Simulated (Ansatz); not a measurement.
Consider BiB in the zinc blende structure (space group F-43m, No. 216; a = 5.490 Å; a hypothetical phase, not in the database extracts checked). Axes: x, y, z lie along the cube axes.

Now apply this change: strain tensor (xx, yy, zz, yz, xz, xy) = (−0.47, −0.84, −0.08, +0.80, −0.92, +0.39) %, atoms relaxed at fixed cell.

Method: r2SCAN, PAW, 500 eV (Ansatz, a quantum-chemistry and plane-wave program; no SOC).

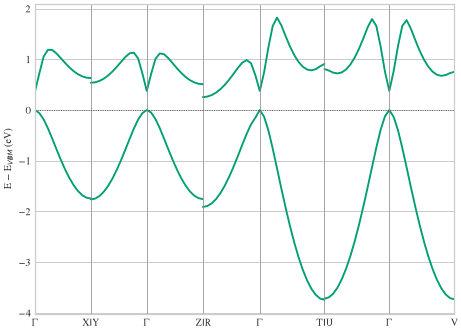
Fig. 1. Highest valence and lowest conduction band along the path of the changed cell's own zone

**Question.** Read the changed gap and its character from the plot.

**Answer.** About 0.3 eV, indirect, Γ → R.

Spin-orbit coupling, missing from the scalar runs, can matter with Bi. Whether these cells are dynamically stable was not tested. k-point labels follow each cell's own Brillouin zone.
